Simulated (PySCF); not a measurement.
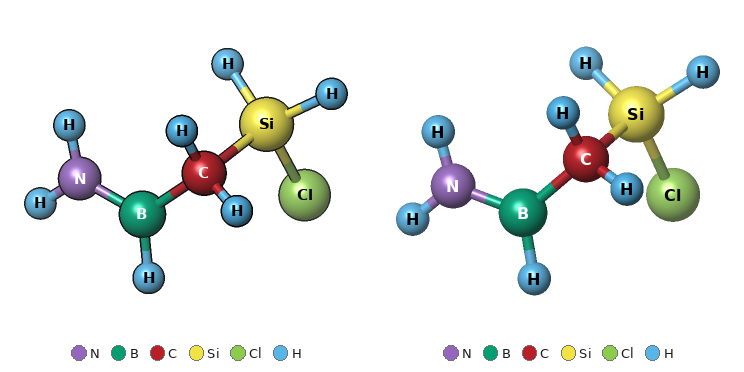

Two views of one molecule.

The computed structure is the end point of a PBE0-D3(BJ)/def2-SVP optimisation. No frequency run is at hand to confirm it as a minimum.

Describe the molecule.

It has 12 atoms: 1 carbon, 7 hydrogen, 1 boron, 1 chlorine, 1 nitrogen and 1 silicon (CH7BClNSi). Its SMILES string is `NBC[SiH2]Cl`. It has no ring. Among its groups: Si–H bond, B–H bond. The point group is C1. Coordination: 1 N trigonal planar; 1 B trigonal planar; 1 C tetrahedral; 1 Si tetrahedral.

The parts below concern this one geometry. Atoms keep their numbers from picture to picture.

### Shape

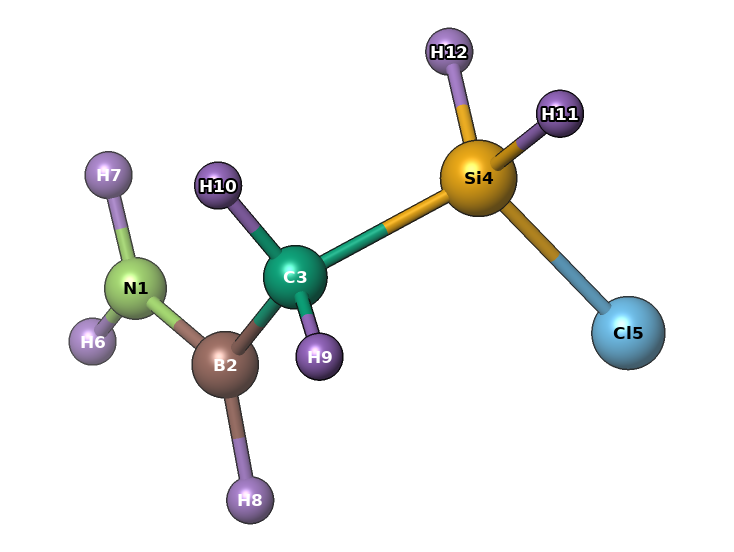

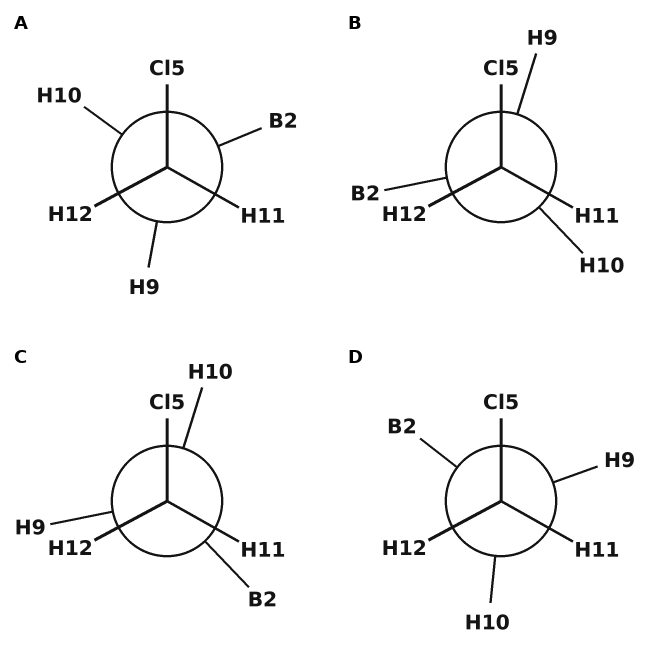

Atoms fade into the background with distance from the viewer. Bonds that would overlap in a projection are set slightly apart. No frequency run is at hand to confirm it as a minimum.

**Which Newman projection shows the view along Si4–C3, with Si4 in front?**

D. The torsion angle Cl5–Si4–C3–B2 is −52°, synclinal (gauche).

### Charges

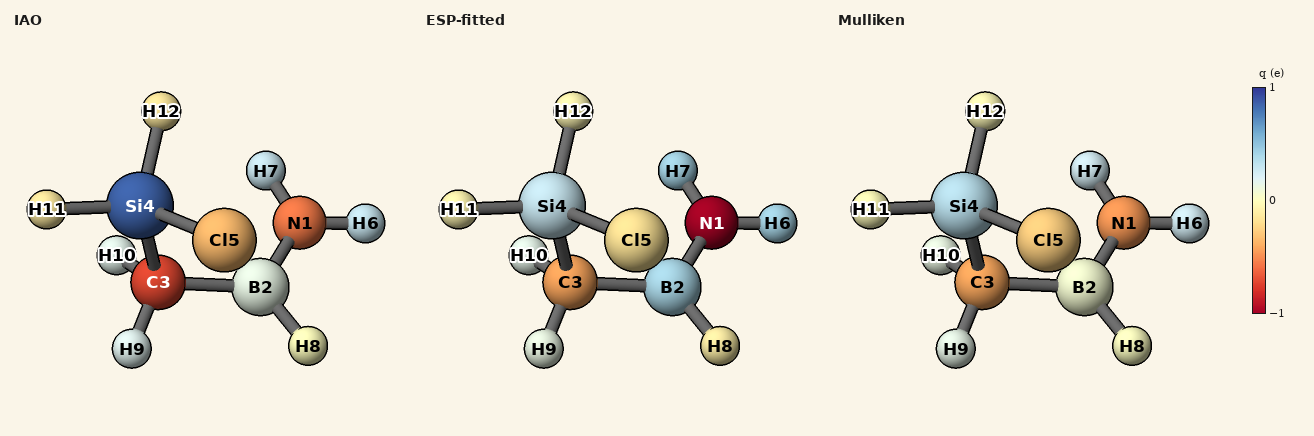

Atomic charges of one calculation by 3 schemes, on one colour scale. No frequency run is at hand to confirm it as a minimum. Level of theory: PBE0/def2-TZVP (PySCF 2.14.0).

**On which atom do the schemes disagree most?**

On Si4 (from 0.29 to 0.84 e).

List the charges (e), one line for each set of equivalent atoms.

| atom | IAO | ESP-fitted | Mulliken |
| --- | --- | --- | --- |
| N1 | −0.55 | −0.98 | −0.46 |
| B2 | 0.13 | 0.39 | 0.07 |
| C3 | −0.72 | −0.42 | −0.41 |
| Si4 | 0.84 | 0.29 | 0.34 |
| Cl5 | −0.34 | −0.17 | −0.26 |
| H6 | 0.28 | 0.41 | 0.25 |
| H7 | 0.27 | 0.41 | 0.23 |
| H8 | 0.00 | −0.10 | 0.01 |
| H9 | 0.17 | 0.13 | 0.14 |
| H10 | 0.16 | 0.15 | 0.13 |
| H11 | −0.13 | −0.06 | −0.02 |
| H12 | −0.14 | −0.05 | −0.03 |

### Bond orders

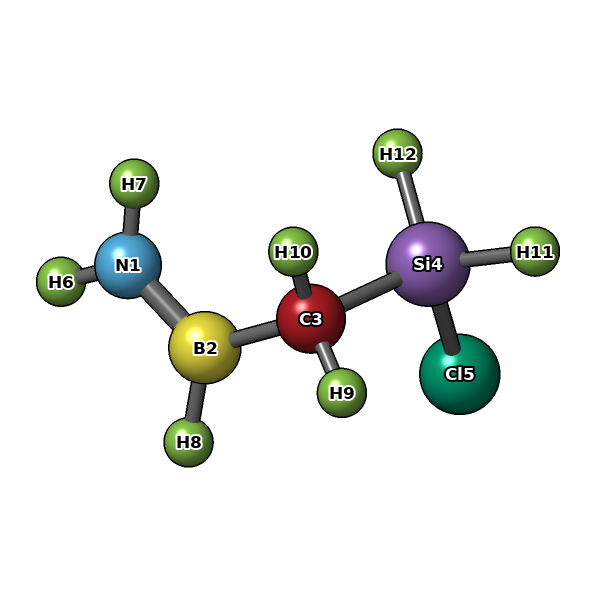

The thickness of each stick grows with its Mayer bond order. No frequency run is at hand to confirm it as a minimum. Computed with PBE0/def2-SVP (PySCF 2.14.0).

**Which bond has the highest Mayer bond order?**

N1–B2, 1.56, at a length of 1.394 Å.

List the Mayer bond orders of N1–B2, N1–H6, N1–H7, B2–C3, B2–H8, C3–Si4, C3–H9, C3–H10, Si4–Cl5, Si4–H11, Si4–H12.

| bond | Mayer order | length (Å) |
| --- | --- | --- |
| N1–B2 | 1.56 | 1.394 |
| N1–H6 | 0.96 | 1.011 |
| N1–H7 | 0.95 | 1.012 |
| B2–C3 | 1.00 | 1.578 |
| B2–H8 | 0.95 | 1.211 |
| C3–Si4 | 1.01 | 1.865 |
| C3–H9 | 0.93 | 1.101 |
| C3–H10 | 0.92 | 1.106 |
| Si4–Cl5 | 1.02 | 2.078 |
| Si4–H11 | 0.93 | 1.492 |
| Si4–H12 | 0.94 | 1.493 |

### NMR shielding

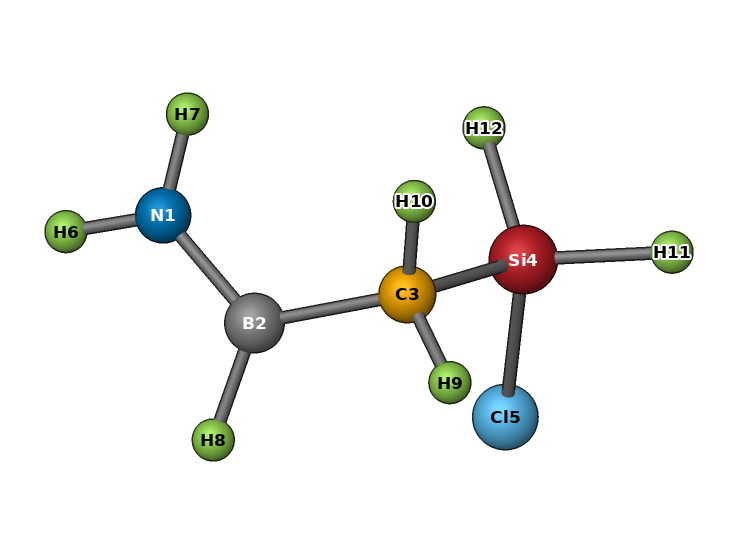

The questions are on isotropic NMR shieldings of the H atoms. No frequency run is at hand to confirm it as a minimum. Method: GIAO PBE0/6-31G* NMR shielding, non-relativistic, gas phase (PySCF 2.14.0).

List the isotropic NMR shieldings of the H atoms.

```json
{"atom": "H6", "σ (ppm)": "28.28"}
{"atom": "H7", "σ (ppm)": "28.60"}
{"atom": "H8", "σ (ppm)": "26.48"}
{"atom": "H9", "σ (ppm)": "30.92"}
{"atom": "H10", "σ (ppm)": "31.99"}
{"atom": "H11", "σ (ppm)": "26.55"}
{"atom": "H12", "σ (ppm)": "26.74"}
```

Mulliken values depend strongly on the basis set and can even reverse the polarity of a bond.
